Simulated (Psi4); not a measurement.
# Si$_{2}$H$_{3}$F$_{3}$: single-point calculation

- system: Si$_{2}$H$_{3}$F$_{3}$, SMILES F[Si](F)(F)[SiH3]
- method: MP2/3-21G, RHF (Psi4 1.11)

The geometry comes from this level: PBE0-D4/def2-TZVP.

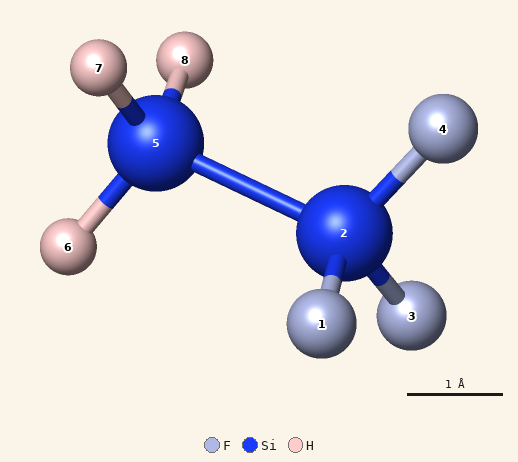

Fig. 1: The structure (ball-and-stick view, seen at a tilt; atoms are numbered from 1 in the order of the input). Bond lengths as drawn: F–Si 1.58 Å, H–Si 1.48 Å and Si–Si 2.33 Å.

The input (calc.inp)
```
memory 1600 mb

molecule {
  0 1
  F      1.310500    -1.060500     1.504800
  Si     0.534400    -0.990500     0.128500
  F     -0.479300    -2.204500     0.107900
  F      1.595600    -1.255900    -1.013900
  Si    -0.550700     1.050400    -0.152600
  H     -1.525600     1.227900     0.951900
  H      0.460600     2.135800    -0.122800
  H     -1.253300     1.040400    -1.459500
  units angstrom
  symmetry c1
}

set basis 3-21G
set puream true
set scf_type df
set num_frozen_docc 13

E = energy('mp2')
```

Run as:
```bash
psi4 -i calc.inp -o calc.out -n 1
```

The program's output
```
Psi4 1.11 release

   => Loading Basis Set <=

    Name: 3-21G
    Role: ORBITAL
    Keyword: BASIS

         ---------------------------------------------------------
                                   SCF
                              RHF Reference
                        1 Threads,   1525 MiB Core
         ---------------------------------------------------------

  ==> Geometry <==

    Molecular point group: c1
    Full point group: C1

    Geometry (in Angstrom), charge = 0, multiplicity = 1:

       Center              X                  Y                   Z               Mass
    ------------   -----------------  -----------------  -----------------  -----------------
         F            0.937024856689    -0.372617313735     1.417997838146    18.998403162730
         SI           0.160924856689    -0.302617313735     0.041697838146    27.976926534650
         F           -0.852775143311    -1.516617313735     0.021097838146    18.998403162730
         F            1.222124856689    -0.568017313735    -1.100702161854    18.998403162730
         SI          -0.924175143311     1.738282686265    -0.239402161854    27.976926534650
         H           -1.899075143311     1.915782686265     0.865097838146     1.007825032230
         H            0.087124856689     2.823682686265    -0.209602161854     1.007825032230
         H           -1.626775143311     1.728282686265    -1.546302161854     1.007825032230

  Running in c1 symmetry.

  Rotational constants: A =      0.13092  B =      0.06858  C =      0.06858 [cm^-1]
  Rotational constants: A =   3924.81274  B =   2055.94068  C =   2055.92352 [MHz]
  Nuclear repulsion =  316.516510182888112

  Charge       = 0
  Multiplicity = 1
  Electrons    = 58
  Nalpha       = 29
  Nbeta        = 29

  ==> Algorithm <==

  SCF Algorithm Type is DF.
  DIIS enabled.
  MOM disabled.
  Fractional occupation disabled.
  Guess Type is SAD.
  Energy threshold   = 1.00e-08
  Density threshold  = 1.00e-08
  Integral threshold = 1.00e-12

  ==> Primary Basis <==

  Basis Set: 3-21G
    Blend: 3-21G
    Number of shells: 35
    Number of basis functions: 59
    Number of Cartesian functions: 59
    Spherical Harmonics?: true
    Max angular momentum: 1

   => Loading Basis Set <=

    Name: (3-21G AUX)
    Role: JKFIT
    Keyword: DF_BASIS_SCF

  ==> Integral Setup <==

  DFHelper Memory: AOs need 0.016 GiB; user supplied 1.118 GiB.
  SCF_SUBTYPE=INCORE selected. In-core MEM_DF algorithm will be used.
  Using in-core AOs.

  ==> MemDFJK: Density-Fitted J/K Matrices <==

    J tasked:                   Yes
    K tasked:                   Yes
    wK tasked:                   No
    Memory [MiB]:              1144
    Algorithm:                 Core
    Schwarz Cutoff:           1E-12
    Mask sparsity (%):       8.0437
    Fitting Condition:        1E-10

   => Auxiliary Basis Set <=

  Basis Set: (3-21G AUX)
    Blend: DEF2-UNIVERSAL-JKFIT
    Number of shells: 169
    Number of basis functions: 541
    Number of Cartesian functions: 649
    Spherical Harmonics?: true
    Max angular momentum: 4

  Minimum eigenvalue in the overlap matrix is 1.3226173412E-02.
  Reciprocal condition number of the overlap matrix is 3.6091481717E-03.
    Using symmetric orthogonalization.

  ==> Pre-Iterations <==

  SCF Guess: Superposition of Atomic Densities via on-the-fly atomic UHF (no occupation information).

   -------------------------
    Irrep   Nso     Nmo
   -------------------------
     A         59      59
   -------------------------
    Total      59      59
   -------------------------

  ==> Iterations <==

                           Total Energy        Delta E     RMS |[F,P]|

   @DF-RHF iter SAD:  -872.25462431653636   -8.72255e+02   0.00000e+00
   @DF-RHF iter   1:  -873.33948890922318   -1.08486e+00   7.63597e-03 DIIS/ADIIS
   @DF-RHF iter   2:  -873.40591465796797   -6.64257e-02   4.28800e-03 DIIS/ADIIS
   @DF-RHF iter   3:  -873.42202955445487   -1.61149e-02   3.80521e-04 DIIS/ADIIS
   @DF-RHF iter   4:  -873.42259863395418   -5.69079e-04   6.90005e-05 DIIS
   @DF-RHF iter   5:  -873.42262179996953   -2.31660e-05   1.44579e-05 DIIS
   @DF-RHF iter   6:  -873.42262264469844   -8.44729e-07   2.47689e-06 DIIS
   @DF-RHF iter   7:  -873.42262266936439   -2.46660e-08   5.24441e-07 DIIS
   @DF-RHF iter   8:  -873.42262267089006   -1.52568e-09   1.35217e-07 DIIS
   @DF-RHF iter   9:  -873.42262267098852   -9.84528e-11   1.78921e-08 DIIS
   @DF-RHF iter  10:  -873.42262267099136   -2.84217e-12   7.43662e-09 DIIS
  Energy and wave function converged.

  ==> Post-Iterations <==

    Orbital Energies [Eh]
    ---------------------

    Doubly Occupied:

       1A    -68.460112     2A    -68.314632     3A    -26.172571
       4A    -26.171829     5A    -26.171808     6A     -6.255334
       7A     -6.135012     8A     -4.351935     9A     -4.351933
      10A     -4.351817    11A     -4.230633    12A     -4.229781
      13A     -4.229780    14A     -1.627726    15A     -1.593465
      16A     -1.593429    17A     -0.824607    18A     -0.766738
      19A     -0.716312    20A     -0.716307    21A     -0.697412
      22A     -0.659851    23A     -0.659844    24A     -0.644060
      25A     -0.644042    26A     -0.632632    27A     -0.517460
      28A     -0.517451    29A     -0.461598

    Virtual:

      30A      0.123310    31A      0.123319    32A      0.152101
      33A      0.229804    34A      0.273568    35A      0.292448
      36A      0.292451    37A      0.439391    38A      0.459854
      39A      0.459856    40A      0.473962    41A      0.570445
      42A      0.589611    43A      0.589641    44A      0.666699
      45A      1.307331    46A      1.329985    47A      1.329993
      48A      2.169167    49A      2.169181    50A      2.245374
      51A      2.309531    52A      2.309536    53A      2.385693
      54A      2.385696    55A      2.446278    56A      2.466311
      57A      3.662070    58A      3.662090    59A      4.075899

    Final Occupation by Irrep:
              A
    DOCC [    29 ]
    NA   [    29 ]
    NB   [    29 ]

  @DF-RHF Final Energy:  -873.42262267099136

   => Energetics <=

    Nuclear Repulsion Energy =            316.5165101828881120
    One-Electron Energy =               -1846.4780444600301053
    Two-Electron Energy =                 656.5389116061505774
    Total Energy =                       -873.4226226709913590

Computation Completed

Properties will be evaluated at   0.000000,   0.000000,   0.000000 [a0]

Properties computed using the SCF density matrix

 Multipole Moments:

 ------------------------------------------------------------------------------------
     Multipole            Electronic (a.u.)      Nuclear  (a.u.)        Total (a.u.)
 ------------------------------------------------------------------------------------

 L = 1.  Multiply by 2.5417464519 to convert [e a0] to [Debye]
 Dipole X            :          3.9731866           -4.4727140           -0.4995274
 Dipole Y            :         -7.4727394            8.4126748            0.9399354
 Dipole Z            :          1.0293076           -1.1586391           -0.1293314
 Magnitude           :                                                    1.0722559

 ------------------------------------------------------------------------------------

	total time  =          1 seconds =       0.02 minutes

  //>>>>>>>>>>>>>>>>>>>>>>>>>>>>>>>>>>>//
  //               DFMP2               //
  //<<<<<<<<<<<<<<<<<<<<<<<<<<<<<<<<<<<//

   => Loading Basis Set <=

    Name: (3-21G AUX)
    Role: RIFIT
    Keyword: DF_BASIS_MP2

	 --------------------------------------------------------
	                          DF-MP2
	      2nd-Order Density-Fitted Moller-Plesset Theory
	              RMP2 Wavefunction,   1 Threads

	 --------------------------------------------------------

   => Auxiliary Basis Set <=

  Basis Set: (3-21G AUX)
    Blend: DEF2-SVP-RI
    Number of shells: 106
    Number of basis functions: 310
    Number of Cartesian functions: 356
    Spherical Harmonics?: true
    Max angular momentum: 3

	 --------------------------------------------------------
	                 NBF =    59, NAUX =   310
	 --------------------------------------------------------
	   CLASS    FOCC     OCC    AOCC    AVIR     VIR    FVIR
	   PAIRS      13      29      16      30      30       0
	 --------------------------------------------------------

	-----------------------------------------------------------
	 ==================> DF-MP2 Energies <====================
	-----------------------------------------------------------
	 Reference Energy          =    -873.4226226709913590 [Eh]
	 Singles Energy            =      -0.0000000000000000 [Eh]
	 Same-Spin Energy          =      -0.1132934913681930 [Eh]
	 Opposite-Spin Energy      =      -0.3427233964889827 [Eh]
	 Correlation Energy        =      -0.4560168878571756 [Eh]
	 Total Energy              =    -873.8786395588485902 [Eh]
	-----------------------------------------------------------
	 ================> DF-SCS-MP2 Energies <==================
	-----------------------------------------------------------
	 SCS Same-Spin Scale       =       0.3333333333333333 [-]
	 SCS Opposite-Spin Scale   =       1.2000000000000000 [-]
	 SCS Same-Spin Energy      =      -0.0377644971227310 [Eh]
	 SCS Opposite-Spin Energy  =      -0.4112680757867792 [Eh]
	 SCS Correlation Energy    =      -0.4490325729095102 [Eh]
	 SCS Total Energy          =    -873.8716552439008183 [Eh]
	-----------------------------------------------------------

	total time  =          0 seconds =       0.00 minutes

    Psi4 run time: 0:00:01.33
```

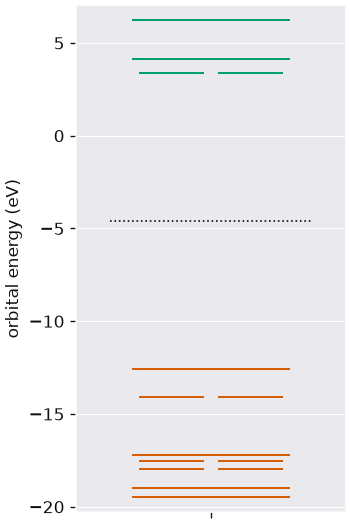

Fig. 2: Orbital energies near the frontier (SCF reference); the dotted line parts filled from empty levels, and levels within 0.02 eV of each other stand side by side. Highest filled −12.56 eV, lowest empty 3.36 eV, 15.92 eV apart.

Results in brief

| quantity | value |
| --- | --- |
| outcome | converged |
| total energy | −873.878640 hartree |
| SCF energy | −873.422623 hartree |
| MP2 energy | −873.878640 hartree |
| correlation energy | −0.456017 hartree |
| basis functions | 59 |
| HOMO of the SCF reference | −12.56 eV |
| LUMO of the SCF reference | 3.36 eV |
| hardware | 1 thread of AMD EPYC (Zen 3), 24 GiB of memory available, shared host |
| wall time | 2.5 s |
| peak memory | 0.2 GiB |
